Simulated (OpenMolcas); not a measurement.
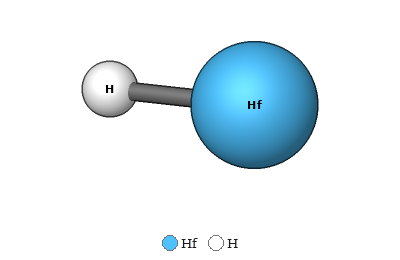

The molecule at the reference distance of 1.779 Å.

## Run report: HfH⁺, relativistic diatomic calculation (part 1 of 2)

- system: HfH⁺.
- method: SA-CASSCF(4,7)/XMS-CASPT2 + RASSI spin-orbit (X2C scalar, AMFI), ANO-RCC-VDZP (OpenMolcas)

Input:
```
&GATEWAY
Coord
2
angstrom
Hf 0.0 0.0 0.0
H 0.0 0.0 1.7790
Basis=ANO-RCC-VDZP
Group=XY
RX2C
AMFI
ANGMom
0.0 0.0 0.0
RICD
&SEWARD
&GUESSORB
&RASSCF
FileOrb=$CurrDir/o11.orb
Symmetry=1
Spin=1
nActEl=4 0 0
Inactive=18 16
RAS2=5 2
CIRoot=8 8 1
Linear
Iterations=120 100
OrbListing=Nothing
PRWF=0.15
>>COPY $Project.RasOrb $CurrDir/o11.orb
>>COPY $Project.rasscf.h5 $CurrDir/r11.h5
&CASPT2
XMultistate=all
Imaginary=0.2
IPEA=0.25
MaxIter=40
>>COPY $Project.JobMix JOB001
&RASSCF
CIOnly
FileOrb=$CurrDir/ref.orb
Symmetry=1
Spin=3
nActEl=4 0 0
Inactive=18 16
RAS2=5 2
CIRoot=5 5 1
Linear
Iterations=120 100
OrbListing=Nothing
PRWF=0.15
>>COPY $Project.RasOrb $CurrDir/o31.orb
>>COPY $Project.rasscf.h5 $CurrDir/r31.h5
&CASPT2
XMultistate=all
Imaginary=0.2
IPEA=0.25
MaxIter=40
>>COPY $Project.JobMix JOB002
&RASSCF
FileOrb=$CurrDir/o32.orb
Symmetry=2
Spin=3
nActEl=4 0 0
Inactive=18 16
RAS2=5 2
CIRoot=6 6 1
Linear
Iterations=120 100
OrbListing=Nothing
PRWF=0.15
>>COPY $Project.RasOrb $CurrDir/o32.orb
>>COPY $Project.rasscf.h5 $CurrDir/r32.h5
&CASPT2
XMultistate=all
Imaginary=0.2
IPEA=0.25
MaxIter=40
>>COPY $Project.JobMix JOB003
&RASSCF
FileOrb=$CurrDir/o12.orb
Symmetry=2
Spin=1
nActEl=4 0 0
Inactive=18 16
RAS2=5 2
CIRoot=6 6 1
Linear
Iterations=120 100
OrbListing=Nothing
PRWF=0.15
>>COPY $Project.RasOrb $CurrDir/o12.orb
>>COPY $Project.rasscf.h5 $CurrDir/r12.h5
&CASPT2
XMultistate=all
Imaginary=0.2
IPEA=0.25
MaxIter=40
>>COPY $Project.JobMix JOB004
&RASSI
Nr of JobIphs=4 8 5 6 6
1 2 3 4 5 6 7 8
1 2 3 4 5
1 2 3 4 5 6
1 2 3 4 5 6
SpinOrbit
EJob
Omega
MEES
MESO
Properties=4
'AngMom' 3 'Mltpl  1' 1 'Mltpl  1' 2 'Mltpl  1' 3
Thrs=1.0d-4
>>COPY $Project.rassi.h5 $CurrDir/so.h5
```

The first orbital files come from an earlier step.

Hardware: 1 thread of Arm Neoverse V1, 24 GiB of memory available, shared host.

Run as:
```bash
pymolcas m.inp (one call a module block, same work directory)
```

Log (extracts):
```
++    Wave function specifications:
      Number of closed shell electrons          68
      Number of electrons in active shells       4
      Number of inactive orbitals               34
      Number of active orbitals                  7
      Number of secondary orbitals              32
      Spin quantum number                      0.0
      State symmetry                             1
++    Orbital specifications:
      Symmetry species                           1   2
                                                 a   b
      Frozen orbitals                            0   0
      Inactive orbitals                         18  16
      Active orbitals                            5   2
      RAS2 orbitals                              5   2
      Secondary orbitals                        16  16
      Number of basis functions                 39  34
      printout of CI-coefficients larger than  0.15 for root  1
      energy=  -15075.138635
      conf/sym  11111 22     Coeff  Weight
            37  02002 00   0.31300 0.09797
            55  00202 00   0.31300 0.09797
            95  00022 00  -0.88121 0.77653
      printout of CI-coefficients larger than  0.15 for root  2
      energy=  -15075.082997
      conf/sym  11111 22     Coeff  Weight
            76  0u0d2 00   0.70141 0.49198
            86  00ud2 00  -0.56450 0.31866
            98  00002 20  -0.26099 0.06812
           101  00002 ud  -0.16575 0.02747
           105  00002 02   0.26099 0.06812
      printout of CI-coefficients larger than  0.15 for root  3
      energy=  -15075.082997
      conf/sym  11111 22     Coeff  Weight
            76  0u0d2 00  -0.56450 0.31866
            86  00ud2 00  -0.70141 0.49198
           101  00002 ud  -0.36910 0.13623
      printout of CI-coefficients larger than  0.15 for root  4
      energy=  -15075.067604
      conf/sym  11111 22     Coeff  Weight
            49  0ud02 00  -0.98448 0.96919
      printout of CI-coefficients larger than  0.15 for root  5
      energy=  -15075.067604
      conf/sym  11111 22     Coeff  Weight
            37  02002 00  -0.69613 0.48460
            55  00202 00   0.69613 0.48460
      printout of CI-coefficients larger than  0.15 for root  6
      energy=  -15075.058324
      conf/sym  11111 22     Coeff  Weight
            37  02002 00  -0.46414 0.21543
            55  00202 00  -0.46414 0.21543
            95  00022 00  -0.34756 0.12080
            98  00002 20   0.46137 0.21286
           105  00002 02   0.46137 0.21286
      printout of CI-coefficients larger than  0.15 for root  7
      energy=  -15075.048284
      conf/sym  11111 22     Coeff  Weight
            76  0u0d2 00  -0.31988 0.10233
            86  00ud2 00   0.23177 0.05372
            98  00002 20  -0.58264 0.33947
           101  00002 ud  -0.32094 0.10300
           105  00002 02   0.58264 0.33947
      printout of CI-coefficients larger than  0.15 for root  8
      energy=  -15075.048284
      conf/sym  11111 22     Coeff  Weight
            76  0u0d2 00   0.23177 0.05372
            86  00ud2 00   0.31988 0.10233
            98  00002 20   0.22694 0.05150
           101  00002 ud  -0.82398 0.67895
           105  00002 02  -0.22694 0.05150
      Natural orbitals and occupation numbers for root  1
      sym 1:   0.034910   0.201000   0.201000   1.592881   1.961359
      sym 2:   0.004425   0.004425
      Natural orbitals and occupation numbers for root  2
      sym 1:   0.033226   0.830017   0.002029   0.829063   1.962787
      sym 2:   0.171439   0.171439
      Natural orbitals and occupation numbers for root  3
      sym 1:   0.033226   0.002029   0.830017   0.829063   1.962787
      sym 2:   0.171439   0.171439
      Natural orbitals and occupation numbers for root  4
      sym 1:   0.034128   0.994604   0.994604   0.000196   1.953680
      sym 2:   0.011394   0.011394
      Natural orbitals and occupation numbers for root  5
      sym 1:   0.034128   0.994604   0.994604   0.000196   1.953680
      sym 2:   0.011394   0.011394
      Natural orbitals and occupation numbers for root  6
      sym 1:   0.030864   0.440608   0.440608   0.251903   1.959312
      sym 2:   0.438353   0.438353
      Natural orbitals and occupation numbers for root  7
      sym 1:   0.034765   0.164749   0.016030   0.186902   1.926842
      sym 2:   0.835356   0.835356
      Natural orbitals and occupation numbers for root  8
      sym 1:   0.034765   0.016030   0.164749   0.186902   1.926842
      sym 2:   0.835356   0.835356
      RASSCF energy for state  8                 -15075.04828387
::    RASSCF root number  1 Total energy: -15075.13863501
::    RASSCF root number  2 Total energy: -15075.08299744
::    RASSCF root number  3 Total energy: -15075.08299744
::    RASSCF root number  4 Total energy: -15075.06760423
::    RASSCF root number  5 Total energy: -15075.06760423
::    RASSCF root number  6 Total energy: -15075.05832433
::    RASSCF root number  7 Total energy: -15075.04828387
::    RASSCF root number  8 Total energy: -15075.04828387
      Von Neumann Entropy (Root   1) =  1.09636
++    Wave function specifications:
      Number of closed shell electrons           8
      Number of electrons in active shells       4
      Number of inactive orbitals                4
      Number of active orbitals                  7
      Number of secondary orbitals              32
      Spin quantum number                      0.0
      State symmetry                             1
      Number of CSFs                           106
      Number of CASSCF root(s) available         8
      CASPT2 state passed to geometry opt.       8
      A file JOBMIX will be created
      This is a MULTI-STATE CASSCF reference
      Number of CI roots used                    8
      These are:                                 1   2   3   4   5   6   7   8
      Off-diagonal elements of Heff are computed
  FINAL CASPT2 RESULT:
      Reference energy:      -15075.1386350141
      E2 (Non-variational):      -0.2114998782
      Shift correction:          -0.0031494225
      E2 (Variational):          -0.2146493007
      Total energy:          -15075.3532843149
      Reference weight:           0.94923
  FINAL CASPT2 RESULT:
      Reference energy:      -15075.0829974377
      E2 (Non-variational):      -0.2096826906
      Shift correction:          -0.0021260164
      E2 (Variational):          -0.2118087070
      Total energy:          -15075.2948061448
      Reference weight:           0.95639
  FINAL CASPT2 RESULT:
      Reference energy:      -15075.0829974377
      E2 (Non-variational):      -0.2096780978
      Shift correction:          -0.0020894992
      E2 (Variational):          -0.2117675969
      Total energy:          -15075.2947650347
      Reference weight:           0.95654
  FINAL CASPT2 RESULT:
      Reference energy:      -15075.0676042306
      E2 (Non-variational):      -0.2013145592
      Shift correction:          -0.0003314122
      E2 (Variational):          -0.2016459714
      Total energy:          -15075.2692502020
      Reference weight:           0.97340
  FINAL CASPT2 RESULT:
      Reference energy:      -15075.0676042306
      E2 (Non-variational):      -0.2013146812
      Shift correction:          -0.0003314025
      E2 (Variational):          -0.2016460837
      Total energy:          -15075.2692503143
      Reference weight:           0.97340
  FINAL CASPT2 RESULT:
      Reference energy:      -15075.0583243304
      E2 (Non-variational):      -0.2057058826
      Shift correction:          -0.0016015410
      E2 (Variational):          -0.2073074236
      Total energy:          -15075.2656317540
      Reference weight:           0.96558
  FINAL CASPT2 RESULT:
      Reference energy:      -15075.0482838718
      E2 (Non-variational):      -0.2062697438
      Shift correction:          -0.0014265491
      E2 (Variational):          -0.2076962929
      Total energy:          -15075.2559801647
      Reference weight:           0.96566
  FINAL CASPT2 RESULT:
      Reference energy:      -15075.0482838718
      E2 (Non-variational):      -0.2063033766
      Shift correction:          -0.0014318125
      E2 (Variational):          -0.2077351891
      Total energy:          -15075.2560190609
      Reference weight:           0.96567
       Total XMS-CASPT2 energies:
::    XMS-CASPT2 Root  1     Total energy: -15075.35099321
::    XMS-CASPT2 Root  2     Total energy: -15075.29300798
::    XMS-CASPT2 Root  3     Total energy: -15075.29293574
::    XMS-CASPT2 Root  4     Total energy: -15075.26925323
::    XMS-CASPT2 Root  5     Total energy: -15075.26924988
::    XMS-CASPT2 Root  6     Total energy: -15075.26791994
::    XMS-CASPT2 Root  7     Total energy: -15075.25785644
::    XMS-CASPT2 Root  8     Total energy: -15075.25777057
++    Wave function specifications:
      Number of closed shell electrons          68
      Number of electrons in active shells       4
      Number of inactive orbitals               34
      Number of active orbitals                  7
      Number of secondary orbitals              32
      Spin quantum number                      1.0
      State symmetry                             1
      printout of CI-coefficients larger than  0.15 for root  1
      energy=  -15075.140032
      conf/sym  11111 22     Coeff  Weight
            75  00uu2 00  -0.97813 0.95674
      printout of CI-coefficients larger than  0.15 for root  2
      energy=  -15075.140032
      conf/sym  11111 22     Coeff  Weight
            70  0u0u2 00  -0.97813 0.95674
      printout of CI-coefficients larger than  0.15 for root  3
      energy=  -15075.100453
      conf/sym  11111 22     Coeff  Weight
            60  0uu02 00  -0.69264 0.47975
           100  00002 uu  -0.70131 0.49183
      printout of CI-coefficients larger than  0.15 for root  4
      energy=  -15075.074037
      conf/sym  11111 22     Coeff  Weight
            60  0uu02 00   0.70076 0.49106
           100  00002 uu  -0.67920 0.46132
      printout of CI-coefficients larger than  0.15 for root  5
      energy=  -15074.970686
      conf/sym  11111 22     Coeff  Weight
            49  0uuud 00  -0.63640 0.40500
            96  000ud uu  -0.56436 0.31850
            97  000uu du  -0.33307 0.11094
            98  000uu ud   0.23552 0.05547
      Natural orbitals and occupation numbers for root  1
      sym 1:   0.033840   0.000049   0.996088   0.998606   1.960142
      sym 2:   0.005637   0.005637
      Natural orbitals and occupation numbers for root  2
      sym 1:   0.033840   0.996088   0.000049   0.998606   1.960142
      sym 2:   0.005637   0.005637
      Natural orbitals and occupation numbers for root  3
      sym 1:   0.043045   0.489953   0.489953   0.003895   1.952455
      sym 2:   0.510350   0.510350
      Natural orbitals and occupation numbers for root  4
      sym 1:   0.043817   0.509803   0.509803   0.006765   1.932266
      sym 2:   0.498773   0.498773
      Natural orbitals and occupation numbers for root  5
      sym 1:   0.009657   0.451140   0.451140   1.228510   0.761161
      sym 2:   0.549196   0.549196
      RASSCF energy for state  5                 -15074.97068568
::    RASSCF root number  1 Total energy: -15075.14003186
::    RASSCF root number  2 Total energy: -15075.14003186
::    RASSCF root number  3 Total energy: -15075.10045338
::    RASSCF root number  4 Total energy: -15075.07403748
::    RASSCF root number  5 Total energy: -15074.97068568
      Von Neumann Entropy (Root   1) =  1.17734
++    Wave function specifications:
      Number of closed shell electrons           8
      Number of electrons in active shells       4
      Number of inactive orbitals                4
      Number of active orbitals                  7
      Number of secondary orbitals              32
      Spin quantum number                      1.0
      State symmetry                             1
      Number of CSFs                           100
      Number of CASSCF root(s) available         5
      CASPT2 state passed to geometry opt.       5
      A file JOBMIX will be created
      This is a MULTI-STATE CASSCF reference
      Number of CI roots used                    5
      These are:                                 1   2   3   4   5
      Off-diagonal elements of Heff are computed
  FINAL CASPT2 RESULT:
      Reference energy:      -15075.1400318685
      E2 (Non-variational):      -0.1995953679
      Shift correction:          -0.0004902978
      E2 (Variational):          -0.2000856656
      Total energy:          -15075.3401175341
      Reference weight:           0.97180
  FINAL CASPT2 RESULT:
      Reference energy:      -15075.1400318685
      E2 (Non-variational):      -0.1996488186
      Shift correction:          -0.0004893915
      E2 (Variational):          -0.2001382102
      Total energy:          -15075.3401700786
      Reference weight:           0.97180
  FINAL CASPT2 RESULT:
      Reference energy:      -15075.1004533943
      E2 (Non-variational):      -0.2017338141
      Shift correction:          -0.0004907295
      E2 (Variational):          -0.2022245436
      Total energy:          -15075.3026779378
      Reference weight:           0.97225
  FINAL CASPT2 RESULT:
      Reference energy:      -15075.0740374886
      E2 (Non-variational):      -0.2044766228
      Shift correction:          -0.0006559065
      E2 (Variational):          -0.2051325292
      Total energy:          -15075.2791700178
      Reference weight:           0.96937
  FINAL CASPT2 RESULT:
      Reference energy:      -15074.9706856938
      E2 (Non-variational):      -0.1972814657
      Shift correction:          -0.0007113922
      E2 (Variational):          -0.1979928579
      Total energy:          -15075.1686785516
      Reference weight:           0.97133
       Total XMS-CASPT2 energies:
::    XMS-CASPT2 Root  1     Total energy: -15075.34018500
::    XMS-CASPT2 Root  2     Total energy: -15075.34010285
::    XMS-CASPT2 Root  3     Total energy: -15075.30246358
::    XMS-CASPT2 Root  4     Total energy: -15075.27847916
::    XMS-CASPT2 Root  5     Total energy: -15075.16958353
++    Wave function specifications:
      Number of closed shell electrons          68
      Number of electrons in active shells       4
      Number of inactive orbitals               34
      Number of active orbitals                  7
      Number of secondary orbitals              32
      Spin quantum number                      1.0
      State symmetry                             2
      printout of CI-coefficients larger than  0.15 for root  1
      energy=  -15075.123754
      conf/sym  11111 22     Coeff  Weight
            97  0u002 u0  -0.21792 0.04749
           102  00u02 0u   0.21792 0.04749
           105  000u2 u0   0.93477 0.87380
      printout of CI-coefficients larger than  0.15 for root  2
      energy=  -15075.123754
      conf/sym  11111 22     Coeff  Weight
            98  0u002 0u   0.21792 0.04749
           101  00u02 u0   0.21792 0.04749
           106  000u2 0u   0.93477 0.87380
      printout of CI-coefficients larger than  0.15 for root  3
      energy=  -15075.104362
      conf/sym  11111 22     Coeff  Weight
            97  0u002 u0   0.69485 0.48282
           102  00u02 0u   0.69485 0.48282
      printout of CI-coefficients larger than  0.15 for root  4
      energy=  -15075.104362
      conf/sym  11111 22     Coeff  Weight
            98  0u002 0u  -0.69485 0.48282
           101  00u02 u0   0.69485 0.48282
      printout of CI-coefficients larger than  0.15 for root  5
      energy=  -15075.087422
      conf/sym  11111 22     Coeff  Weight
            97  0u002 u0   0.66186 0.43806
           102  00u02 0u  -0.66186 0.43806
           105  000u2 u0   0.31218 0.09746
      printout of CI-coefficients larger than  0.15 for root  6
      energy=  -15075.087422
      conf/sym  11111 22     Coeff  Weight
            98  0u002 0u  -0.66186 0.43806
           101  00u02 u0  -0.66186 0.43806
           106  000u2 0u   0.31218 0.SPIN-FREE ENERGIES:
  (Shifted by EMIN (a.u.) =     -15075.3509932122)
 SF State       Relative EMIN(au)   Rel lowest level(eV)    D:o, cm**(-1)      Abs_M
     1             0.0000000000        0.0000000000              0.0000         0.0
     9             0.0108082080        0.2941063227           2372.1275         2.0
    10             0.0108903662        0.2963419603           2390.1591         2.0
    14             0.0259163367        0.7052194493           5687.9785         1.0
    15             0.0260102107        0.7077738887           5708.5814         1.0
    20             0.0287750058        0.7830077968           6315.3838         1.0
    21             0.0289868458        0.7887722576           6361.8773         1.0
    16             0.0463472688        1.2611734338          10172.0497         3.0
    17             0.0463587850        1.2614868040          10174.5772         3.0
    11             0.0485296367        1.3205586881          10651.0241         0.0
     2             0.0579852321        1.5778585478          12726.2874         2.0
     3             0.0580574751        1.5798243806          12742.1430         2.0
    18             0.0605212637        1.6468674824          13282.8820         1.0
    19             0.0605891519        1.6487148134          13297.7818         1.0
    12             0.0725140475        1.9732077544          15914.9938         0.0
     4             0.0817399813        2.2242582021          17939.8523         4.0
     5             0.0817433326        2.2243493960          17940.5878         4.0
     6             0.0830732707        2.2605388547          18232.4755         0.2
    22             0.0901644488        2.4534996426          19788.8092         1.0
    23             0.0902541756        2.4559412318          19808.5019         1.0
    24             0.0919658471        2.5025181878          20184.1704         3.0
    25             0.0919886028        2.5031374016          20189.1647         3.0
     7             0.0931367710        2.5343806497          20441.1585         2.0
     8             0.0932226445        2.5367173876          20460.0055         2.0
    13             0.1814096825        4.9364089384          39814.8232         0.0
```

(Continued in part 2.) Outcome of the run: converged; components of a degenerate state are split by 46 cm⁻¹; the ground state isn't settled.
